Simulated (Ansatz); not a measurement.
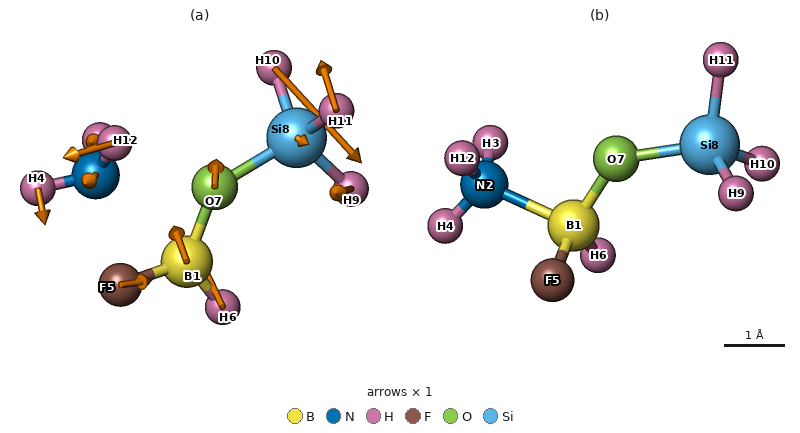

The structure of BSiNH7OF before (left) and after (right) a relaxation, at one scale. The orange arrows give the displacements, at their true length.

Style: ball-and-stick. Shown at a tilt.

The run prepares an end point of a later path (reaction) calculation, from a guessed geometry.

Computed with Ansatz 0.2.0, RHF/6-31G*. Set-up: no spin polarisation; force threshold 0.03 eV/Å; at most 50 steps.

Summarise the run.

Answer. The relaxation stopped without meeting its thresholds, so the last structure isn't shown to be converged. It used up its limit of 50 steps. Over 45 accepted moves (49 points after the start) the energy falls by 0.371 eV. The largest force component goes from 1.1 to 0.031 eV/Å. The line search rejected the trial steps at points 17, 33, 43, 44 of the run. The forces were under the threshold at step 41, but the run went on from there. The atom that moves furthest after the best rigid fit is H10 (2.19 Å). By element the largest moves are H 2.19 Å, B 1.04 Å, O 0.79 Å, F 0.70 Å, N 0.60 Å, Si 0.28 Å. Some distances before and after: B1–N2 2.747 → 1.694 Å, B1–F5 1.317 → 1.378 Å, B1–O7 1.375 → 1.415 Å, B1–H6 1.183 → 1.209 Å. New bonds form, among them: B1–N2 (2.75 → 1.69 Å). Bond angles that change, for instance: H6–B1–O7 122.7° → 116.5°, F5–B1–H6 119.8° → 113.8°, O7–Si8–H10 108.5° → 111.5°. Groups turn about O7–Si8 by about 60°.

Limits of the set-up: the start holds two separate molecules, 2.2 Å apart at their closest, whose relative position is a soft coordinate and is computed without a dispersion correction; Hartree-Fock leaves out electron correlation.
